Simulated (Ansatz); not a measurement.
**AlClO (triplet): one geometry, many settings at a displaced geometry (v2)**

What do other methods and options give for AlClO (triplet) at this geometry, and how long do they take?

Computed with Ansatz 0.2.0, Gaussian basis. Level: the settings change from run to run.

36 further runs of the same task are left out: 11 for a known fault of the program, 12 that didn't finish, 13 set aside as unsound or not needed.

### Step 1. What is computed

The geometry is a PBE0/def2-TZVP stationary point (not a proven minimum) with its atoms shifted at random (size 0.100 Å).

3 atoms, charge 0, spin multiplicity 3.

Atoms are counted from 1 here; the program's logs count them from 0.

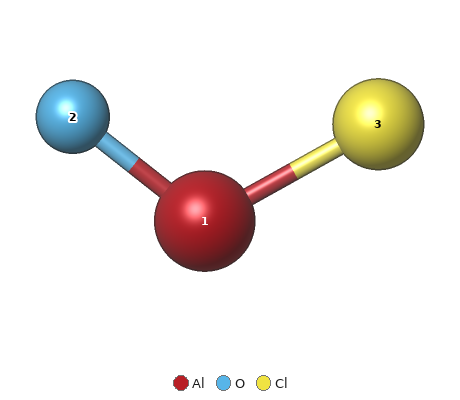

The geometry (aluminium red, oxygen blue, chlorine yellow); atoms are numbered from 1 in the order of the file.

### Step 2. HF/6-31G

in.yaml

```yaml
crystal:
  periodic: [false, false, false]
  atoms:
    - {symbol: Al, position_ang: [0.073524, -0.608904, 0.621619]}
    - {symbol: O, position_ang: [-0.091351, 0.640118, 1.867895]}
    - {symbol: Cl, position_ang: [-0.014730, 0.174532, -1.316036]}
basis:
  gaussian: {orbitals: 6-31G}
magnetization: {spin_polarized: true, initial_magnetization: 2}
hamiltonian: {xc: hf}
scf: {lower_state_search: off}
output: {forces: true, orbitals: {seedname: orbitals}}
```

The run is started by

```bash
> ansatz run in.yaml --threads 1 --pin off --events-out ev --progress --plain --max-ram 2393MiB
```

The log of the run:

```text
Functional definition: HF
  name "HF"
  cite "Fock, Z. Phys. 61, 126 (1930) doi:10.1007/BF01340294"
  parent pbe
  exchange = exact_x
  correlation = 0
these checks for a lower state are left out or cut short: stability, starts, cluster_reference, orbital_swaps, neighbouring_geometries, increment
353 factors; integrals over basis functions are off by at most 1.1e-4 eV
mean field evaluation 1: about -21116.1097 eV, gradient 2.5e1 eV
mean field evaluation 2: about -21116.1848 eV, gradient 2.5e1 eV
mean field evaluation 4: about -21121.5072 eV, gradient 4.7e0 eV
mean field evaluation 8: about -21121.9835 eV, gradient 8.6e-1 eV
mean field evaluation 16: about -21122.0306 eV, gradient 5.0e-4 eV
mean field -21122.03063244 eV, -776.2203087155 hartree, gradient 2.0e-6 eV, S^2 2.008889; 0 other end points of the search recorded, 0 dependent functions left out
the calculation of the forces begins
reference -21122.03063244 eV, -776.2203087155 hartree; 20, 18 occupied and 15, 17 virtual orbitals, 353 factors
Total energy: -21122.03063244 eV, -776.2203087155 hartree
Atom 0 at     0.073524    -0.608904     0.621619 Å, force     0.183700    -1.499585     1.059579 eV/Å
Atom 1 at    -0.091351     0.640118     1.867895 Å, force    -0.101066     0.765161     0.774622 eV/Å
Atom 2 at    -0.014730     0.174532    -1.316036 Å, force    -0.082634     0.734424    -1.834201 eV/Å
Dipole moment:     0.087394    -0.700246     0.205403 e Å
Checks for a lower state left out: stability, starts, cluster_reference, orbital_swaps, neighbouring_geometries, increment
```

It took 1.1 s on 1 thread of Intel Xeon at 2.50GHz, shared host.

From the report: ⟨S²⟩ of the determinant 2.009 (pure triplet: 2.00).

### Step 3. CCSD(T) on ROHF/STO-3G

in.yaml

```yaml
crystal:
  periodic: [false, false, false]
  atoms:
    - {symbol: Al, position_ang: [0.073524, -0.608904, 0.621619]}
    - {symbol: O, position_ang: [-0.091351, 0.640118, 1.867895]}
    - {symbol: Cl, position_ang: [-0.014730, 0.174532, -1.316036]}
basis:
  gaussian: {orbitals: STO-3G}
magnetization: {spin_polarized: false, initial_magnetization: 2}
correlation: {method: ccsd_t, electrons: outside_noble_gas}
accuracy: high
scf: {lower_state_search: light}
output: {forces: true}
```

Same command.

The log of the run, shortened:

```text
Functional definition: HF
  name "HF"
  cite "Fock, Z. Phys. 61, 126 (1930) doi:10.1007/BF01340294"
  parent pbe
[...]
407 factors; integrals over basis functions are off by at most 1.0e-8 eV
[...]
mean field -20884.33956562 eV, -767.4853231227 hartree, gradient 2.4e-8 eV, S^2 2.000000; 6 other end points of the search recorded, 0 dependent functions left out
[...]
determinant -20884.33956562 eV, -767.4853231227 hartree, with singles and doubles -20885.65979150 eV, -767.5338405288 hartree
determinant -20884.17066105 eV, -767.4791159944 hartree, with singles and doubles -20885.45877468 eV, -767.5264532971 hartree
determinant -20884.33956562 eV, -767.4853231227 hartree, with singles and doubles -20885.66134382 eV, -767.5338975758 hartree
determinant -20884.17066105 eV, -767.4791159944 hartree, with singles and doubles -20885.45962493 eV, -767.5264845431 hartree
[...]
11 core orbitals not correlated: weight in the atoms' cores, before any rotation towards them, 1.000 or more for the frozen orbitals, at most 0.000 for the correlated occupied ones
reference -20884.33956562 eV, -767.4853231227 hartree; 9, 7 occupied and 3, 5 virtual orbitals, 407 factors
second order -0.91882693 eV of doubles, -0.04482314 eV of singles
cycle   1  -1.32177959 eV  change   -1.4e-6 eV  update   4.7e-6
[...]
cycle  17  -1.32178254 eV  change   5.6e-10 eV  update  6.2e-10
perturbative correction -0.09017634 eV, -0.0033139193 hartree
[...]
Total energy: -20885.75152450 eV, -767.5372116544 hartree
Atom 0 at     0.073524    -0.608904     0.621619 Å, force     0.051869    -0.447601     0.847536 eV/Å
Atom 1 at    -0.091351     0.640118     1.867895 Å, force    -0.000790     0.019593    -0.302678 eV/Å
Atom 2 at    -0.014730     0.174532    -1.316036 Å, force    -0.051079     0.428008    -0.544858 eV/Å
Dipole moment:     0.065799    -0.546902     0.601035 e Å
```

It took 6.5 s on 1 thread of Intel Xeon at 2.50GHz, shared host.

From the report: correlation -1.4120 eV; T1 0.025; largest double amplitude 0.04.

### Step 4. CCSD on ROHF/cc-pVDZ

in.yaml

```yaml
crystal:
  periodic: [false, false, false]
  atoms:
    - {symbol: Al, position_ang: [0.073524, -0.608904, 0.621619]}
    - {symbol: O, position_ang: [-0.091351, 0.640118, 1.867895]}
    - {symbol: Cl, position_ang: [-0.014730, 0.174532, -1.316036]}
basis:
  gaussian: {orbitals: cc-pVDZ}
magnetization: {spin_polarized: false, initial_magnetization: 2}
correlation: {method: ccsd, electrons: valence}
scf: {omitted_lower_state_checks: [cluster_reference]}
output: {forces: true}
```

The command is unchanged.

The log of the run, shortened:

```text
Functional definition: HF
  name "HF"
  cite "Fock, Z. Phys. 61, 126 (1930) doi:10.1007/BF01340294"
  parent pbe
[...]
503 factors; integrals over basis functions are off by at most 4.2e-4 eV
[...]
mean field -21124.75912037 eV, -776.3205787977 hartree, gradient 2.8e-6 eV, S^2 2.000000; 16 other end points of the search recorded, 0 dependent functions left out
11 core orbitals not correlated: weight in the atoms' cores, before any rotation towards them, 1.000 or more for the frozen orbitals, at most 0.000 for the correlated occupied ones
reference -21124.75912037 eV, -776.3205787977 hartree; 9, 7 occupied and 30, 32 virtual orbitals, 503 factors
second order -8.50028268 eV of doubles, -0.08203039 eV of singles
cycle   1  -9.03759542 eV  change   -4.5e-1 eV  update   7.5e-2
[...]
cycle  23  -9.30788142 eV  change   -3.1e-8 eV  update   6.1e-8
[...]
Total energy: -21134.06700180 eV, -776.6626371310 hartree
Atom 0 at     0.073524    -0.608904     0.621619 Å, force     0.081481    -0.657430     0.294937 eV/Å
Atom 1 at    -0.091351     0.640118     1.867895 Å, force    -0.052798     0.396707     0.473119 eV/Å
Atom 2 at    -0.014730     0.174532    -1.316036 Å, force    -0.028683     0.260723    -0.768056 eV/Å
Dipole moment:     0.052436    -0.417225     0.057006 e Å
Checks for a lower state left out: cluster_reference
```

It took 21 s on 1 thread of Intel Xeon at 2.50GHz, shared host.

From the report: correlation -9.3079 eV; T1 0.023; largest double amplitude 0.04.

### Step 5. CCSD(T)/cc-pVDZ

in.yaml

```yaml
crystal:
  periodic: [false, false, false]
  atoms:
    - {symbol: Al, position_ang: [0.073524, -0.608904, 0.621619]}
    - {symbol: O, position_ang: [-0.091351, 0.640118, 1.867895]}
    - {symbol: Cl, position_ang: [-0.014730, 0.174532, -1.316036]}
basis:
  gaussian: {orbitals: cc-pVDZ}
magnetization: {spin_polarized: true, initial_magnetization: 2}
hamiltonian: {xc: {name: B3LYP}}
correlation: {method: ccsd_t, electrons: outside_noble_gas}
accuracy: high
output: {forces: true}
```

Same command.

The log of the run, shortened:

```text
Functional definition: B3LYP
  name "B3LYP"
  cite "Stephens, Devlin, Chabalowski & Frisch, J. Phys. Chem. 98, 11623 (1994) doi:10.1021/j100096a001"
  cite "Becke, Phys. Rev. A 38, 3098 (1988) doi:10.1103/PhysRevA.38.3098"
  cite "Lee, Yang & Parr, Phys. Rev. B 37, 785 (1988) doi:10.1103/PhysRevB.37.785"
  cite "Vosko, Wilk & Nusair, Can. J. Phys. 58, 1200 (1980) doi:10.1139/p80-159"
[...]
1015 factors; integrals over basis functions are off by at most 3.0e-9 eV
[...]
mean field -21167.11657809 eV, -777.8771866578 hartree, gradient 2.9e-8 eV, S^2 2.004386; 5 other end points of the search recorded, 0 dependent functions left out
11 core orbitals not correlated: weight in the atoms' cores, before any rotation towards them, 1.000 or more for the frozen orbitals, at most 0.000 for the correlated occupied ones
reference -21124.30148451 eV, -776.3037609901 hartree; 9, 7 occupied and 30, 32 virtual orbitals, 1015 factors
second order -8.96451466 eV of doubles, -0.33872914 eV of singles
cycle   1  -9.33654623 eV  change   -4.0e-2 eV  update   9.1e-2
[...]
cycle  33  -9.63069473 eV  change  -5.4e-10 eV  update   1.5e-9
perturbative correction -0.23369717 eV, -0.0085882125 hartree
[...]
Total energy: -21134.16587641 eV, -776.6662707060 hartree
Atom 0 at     0.073524    -0.608904     0.621619 Å, force     0.092971    -0.747731     0.281865 eV/Å
Atom 1 at    -0.091351     0.640118     1.867895 Å, force    -0.061494     0.463027     0.528849 eV/Å
Atom 2 at    -0.014730     0.174532    -1.316036 Å, force    -0.031478     0.284704    -0.810715 eV/Å
Dipole moment:     0.049876    -0.396803     0.053099 e Å
```

Wall time 63 s (1 thread of Intel Xeon at 2.50GHz, shared host); peak memory 0.28 GiB.

From the report: ⟨S²⟩ of the determinant 2.004 (pure triplet: 2.00); correlation -9.8644 eV; T1 0.018; largest double amplitude 0.04. The orbitals are Kohn-Sham ones, so correlation energy and T1 don't compare with those on Hartree-Fock orbitals.

### Step 6. BCCD(T) on ROHF/cc-pVDZ

in.yaml

```yaml
crystal:
  periodic: [false, false, false]
  atoms:
    - {symbol: Al, position_ang: [0.073524, -0.608904, 0.621619]}
    - {symbol: O, position_ang: [-0.091351, 0.640118, 1.867895]}
    - {symbol: Cl, position_ang: [-0.014730, 0.174532, -1.316036]}
basis:
  gaussian: {orbitals: cc-pVDZ, fitting: {mean_field: def2-universal-jkfit}}
magnetization: {spin_polarized: false, initial_magnetization: 2}
correlation: {method: bccd_t, electrons: outside_noble_gas}
accuracy: high
scf: {lower_state_search: off}
output: {forces: true}
```

The command is unchanged.

The log of the run, shortened:

```text
Functional definition: HF
  name "HF"
  cite "Fock, Z. Phys. 61, 126 (1930) doi:10.1007/BF01340294"
  parent pbe
[...]
333 factors; integrals over basis functions are off by at most 9.0e-2 eV
[...]
mean field -21124.75774693 eV, -776.3205283244 hartree, gradient 1.8e-8 eV, S^2 2.000000; 0 other end points of the search recorded, 0 dependent functions left out
11 core orbitals not correlated: weight in the atoms' cores, before any rotation towards them, 1.000 or more for the frozen orbitals, at most 0.000 for the correlated occupied ones
reference -21124.75774693 eV, -776.3205283244 hartree; 9, 7 occupied and 30, 32 virtual orbitals, 333 factors
second order -8.50146004 eV of doubles, -0.08202692 eV of singles
cycle   1  -9.05735041 eV  change   -4.7e-1 eV  update   7.5e-2
[...]
cycle  32  -9.28934253 eV  change   1.0e-10 eV  update   1.4e-9
perturbative correction -0.22069747 eV, -0.0081104825 hartree
[...]
Total energy: -21134.26778693 eV, -776.6700158485 hartree
Atom 0 at     0.073524    -0.608904     0.621619 Å, force     0.092310    -0.742402     0.279662 eV/Å
Atom 1 at    -0.091351     0.640118     1.867895 Å, force    -0.061091     0.459955     0.526316 eV/Å
Atom 2 at    -0.014730     0.174532    -1.316036 Å, force    -0.031219     0.282446    -0.805979 eV/Å
Dipole moment:     0.049908    -0.397028     0.052498 e Å
Checks for a lower state left out: starts, cluster_reference, orbital_swaps, neighbouring_geometries, increment
```

Run time: 26 s. Hardware: 1 thread of Intel Xeon at 2.50GHz, shared host.

From the report: correlation -9.5100 eV; largest double amplitude 0.04.

### Step 7. CCSD on ROHF/6-31G

in.yaml

```yaml
crystal:
  periodic: [false, false, false]
  atoms:
    - {symbol: Al, position_ang: [0.073524, -0.608904, 0.621619]}
    - {symbol: O, position_ang: [-0.091351, 0.640118, 1.867895]}
    - {symbol: Cl, position_ang: [-0.014730, 0.174532, -1.316036]}
basis:
  gaussian: {orbitals: 6-31G, fitting: {mean_field: def2-universal-jkfit}}
magnetization: {spin_polarized: false, initial_magnetization: 2}
correlation: {method: ccsd, electrons: outside_noble_gas, diis_vectors: 4}
accuracy: high
```

Same command.

The log of the run, shortened:

```text
Functional definition: HF
  name "HF"
  cite "Fock, Z. Phys. 61, 126 (1930) doi:10.1007/BF01340294"
  parent pbe
[...]
333 factors; integrals over basis functions are off by at most 2.5e-3 eV
[...]
mean field -21121.97022891 eV, -776.2180889269 hartree, gradient 9.4e-9 eV, S^2 2.000000; 11 other end points of the search recorded, 0 dependent functions left out
[...]
determinant -21121.97022891 eV, -776.2180889269 hartree, with singles and doubles -21126.47147148 eV, -776.3835065401 hartree
determinant -21121.80863934 eV, -776.2121506198 hartree, with singles and doubles -21126.28694587 eV, -776.3767253493 hartree
determinant -21121.97022891 eV, -776.2180889269 hartree, with singles and doubles -21126.47535037 eV, -776.3836490867 hartree
determinant -21121.80863934 eV, -776.2121506198 hartree, with singles and doubles -21126.28858002 eV, -776.3767854029 hartree
11 core orbitals not correlated: weight in the atoms' cores, before any rotation towards them, 1.000 or more for the frozen orbitals, at most 0.000 for the correlated occupied ones
reference -21121.97022891 eV, -776.2180889269 hartree; 9, 7 occupied and 15, 17 virtual orbitals, 333 factors
second order -4.03760239 eV of doubles, -0.02710500 eV of singles
cycle   1  -4.50512121 eV  change    2.4e-7 eV  update   2.5e-6
[...]
cycle  14  -4.50511953 eV  change   3.1e-11 eV  update   1.3e-9
Total energy: -21126.47534844 eV, -776.3836490160 hartree
```

It took 12 s on 1 thread of Intel Xeon at 2.50GHz, shared host.

From the report: correlation -4.5051 eV; T1 0.024; largest double amplitude 0.04.

### Step 8. CCSD(T) on ROHF/cc-pVDZ

in.yaml

```yaml
crystal:
  periodic: [false, false, false]
  atoms:
    - {symbol: Al, position_ang: [0.073524, -0.608904, 0.621619]}
    - {symbol: O, position_ang: [-0.091351, 0.640118, 1.867895]}
    - {symbol: Cl, position_ang: [-0.014730, 0.174532, -1.316036]}
basis:
  gaussian: {orbitals: cc-pVDZ}
magnetization: {spin_polarized: false, initial_magnetization: 2}
correlation: {method: ccsd_t, electrons: outside_noble_gas}
scf: {lower_state_search: off}
output: {forces: true}
```

The command is unchanged.

The log of the run, shortened:

```text
Functional definition: HF
  name "HF"
  cite "Fock, Z. Phys. 61, 126 (1930) doi:10.1007/BF01340294"
  parent pbe
[...]
503 factors; integrals over basis functions are off by at most 4.2e-4 eV
[...]
mean field -21124.75912037 eV, -776.3205787977 hartree, gradient 2.8e-6 eV, S^2 2.000000; 0 other end points of the search recorded, 0 dependent functions left out
11 core orbitals not correlated: weight in the atoms' cores, before any rotation towards them, 1.000 or more for the frozen orbitals, at most 0.000 for the correlated occupied ones
reference -21124.75912037 eV, -776.3205787977 hartree; 9, 7 occupied and 30, 32 virtual orbitals, 503 factors
second order -8.50028268 eV of doubles, -0.08203039 eV of singles
cycle   1  -9.03759542 eV  change   -4.5e-1 eV  update   7.5e-2
[...]
cycle  23  -9.30788142 eV  change   -3.1e-8 eV  update   6.1e-8
perturbative correction -0.19970771 eV, -0.0073391231 hartree
[...]
Total energy: -21134.26670951 eV, -776.6699762540 hartree
Atom 0 at     0.073524    -0.608904     0.621619 Å, force     0.092598    -0.744580     0.277328 eV/Å
Atom 1 at    -0.091351     0.640118     1.867895 Å, force    -0.061366     0.462066     0.527749 eV/Å
Atom 2 at    -0.014730     0.174532    -1.316036 Å, force    -0.031232     0.282514    -0.805077 eV/Å
Dipole moment:     0.049841    -0.396524     0.053051 e Å
Checks for a lower state left out: starts, cluster_reference, orbital_swaps, neighbouring_geometries, increment
```

Wall time 17 s (1 thread of Intel Xeon at 2.50GHz, shared host).

From the report: correlation -9.5076 eV; T1 0.023; largest double amplitude 0.04.

### Step 9. MP2 on ROHF/cc-pVDZ

Changes to in.yaml since step 8:

```diff
@@ -7,6 +7,5 @@
 basis:
-  gaussian: {orbitals: cc-pVDZ}
+  gaussian: {orbitals: cc-pVDZ, point_charges: [{charge: 1.00, position_ang: [2.764, -0.090, -0.392]}]}
 magnetization: {spin_polarized: false, initial_magnetization: 2}
-correlation: {method: ccsd_t, electrons: outside_noble_gas}
-scf: {lower_state_search: off}
+correlation: {method: mp2, electrons: outside_noble_gas}
 output: {forces: true}
```

Same command.

The log of the run, shortened:

```text
Functional definition: HF
  name "HF"
  cite "Fock, Z. Phys. 61, 126 (1930) doi:10.1007/BF01340294"
  parent pbe
[...]
503 factors; integrals over basis functions are off by at most 4.6e-4 eV
[...]
mean field -21124.71825247 eV, -776.3190769300 hartree, gradient 2.7e-6 eV, S^2 2.000000; 9 other end points of the search recorded, 0 dependent functions left out
[...]
11 core orbitals not correlated: weight in the atoms' cores, before any rotation towards them, 1.000 or more for the frozen orbitals, at most 0.000 for the correlated occupied ones
reference -21124.71825247 eV, -776.3190769300 hartree; 9, 7 occupied and 30, 32 virtual orbitals, 503 factors
second order -8.62710351 eV of doubles, -0.08642890 eV of singles
[...]
Total energy: -21133.43178488 eV, -776.6392933399 hartree
Atom 0 at     0.073524    -0.608904     0.621619 Å, force     0.002562    -0.381045     0.533802 eV/Å
Atom 1 at    -0.091351     0.640118     1.867895 Å, force    -0.016830     0.139490     0.275669 eV/Å
Atom 2 at    -0.014730     0.174532    -1.316036 Å, force     0.343760     0.197782    -0.673053 eV/Å
Dipole moment:    -0.553319    -0.486614     0.162900 e Å
```

Wall time 9.5 s (1 thread of Intel Xeon at 2.50GHz, shared host).

### Step 10. CASSCF(4,5)/def2-SVP

in.yaml

```yaml
crystal:
  periodic: [false, false, false]
  atoms:
    - {symbol: Al, position_ang: [0.073524, -0.608904, 0.621619]}
    - {symbol: O, position_ang: [-0.091351, 0.640118, 1.867895]}
    - {symbol: Cl, position_ang: [-0.014730, 0.174532, -1.316036]}
basis:
  gaussian: {orbitals: def2-SVP}
magnetization: {spin_polarized: false, initial_magnetization: 2}
correlation: {active_space: {window: {electrons: 4, orbitals: 5}}}
scf: {lower_state_search: light}
output: {forces: true}
```

Same command.

The log of the run, shortened:

```text
Functional definition: HF
  name "HF"
  cite "Fock, Z. Phys. 61, 126 (1930) doi:10.1007/BF01340294"
  parent pbe
[...]
445 factors; integrals over basis functions are off by at most 8.1e-4 eV
[...]
mean field -21116.80402701 eV, -776.0282345087 hartree, gradient 2.3e-6 eV, S^2 2.000000; 17 other end points of the search recorded, 0 dependent functions left out
reference -21116.80402701 eV, -776.0282345087 hartree; 20, 18 occupied and 30, 32 virtual orbitals, 445 factors
state -21117.55898983 eV, -776.0559788807 hartree
[...]
Total energy: -21117.55898983 eV, -776.0559788807 hartree
Atom 0 at     0.073524    -0.608904     0.621619 Å, force    -0.001275    -0.001663     0.266395 eV/Å
Atom 1 at    -0.091351     0.640118     1.867895 Å, force     0.007348    -0.059604     0.033732 eV/Å
Atom 2 at    -0.014730     0.174532    -1.316036 Å, force    -0.006073     0.061267    -0.300127 eV/Å
Dipole moment:     0.063674    -0.507432     0.087048 e Å
```

Run time: 57 s. Hardware: 1 thread of Intel Xeon at 2.50GHz, shared host.

From the report: 100 determinants; active occupations 1.98, 1.00, 1.00, 0.02, 0.00.

### Step 11. The runs in one table

Where basis and cores are those of an earlier UCCSDT(Q)/cc-pVDZ run (-21134.3186 eV), and the state is the same kind, the miss against it is given.

```csv
level,correlated,functions,energy (eV),from UCCSDT(Q) (meV),time
HF/6-31G,,35,-21122.0306,,1.1 s
CCSD(T) on ROHF/STO-3G,outside noble gas,23,-20885.7515,,6.5 s
CCSD on ROHF/cc-pVDZ,valence,50,-21134.0670,251.6,21 s
CCSD(T)/cc-pVDZ (on B3LYP orbitals),outside noble gas,50,-21134.1659,152.8,63 s
BCCD(T) on ROHF/cc-pVDZ,outside noble gas,50,-21134.2678,50.8,26 s
CCSD on ROHF/6-31G,outside noble gas,35,-21126.4753,,12 s
CCSD(T) on ROHF/cc-pVDZ,outside noble gas,50,-21134.2667,51.9,17 s
MP2 on ROHF/cc-pVDZ (beside a point charge),outside noble gas,50,-21133.4318,,9.5 s
"CASSCF(4,5)/def2-SVP",,50,-21117.5590,,57 s
```

### Step 12. Results

| quantity | value |
| --- | --- |
| runs | 9 |
| quickest | HF/6-31G, 1.1 s |
| slowest | CCSD(T)/cc-pVDZ (on B3LYP orbitals), 63 s |

**Reading.** Total energies in different bases, with other cores or another treatment of relativity can't be set against each other. CCSD(T)/cc-pVDZ (on B3LYP orbitals) took 57 times as long as HF/6-31G; the jobs differ in more than the method. Among the correlated runs with a miss given, it spans +51 to +252 meV. Cores frozen from Kohn-Sham orbitals shift the total energy.
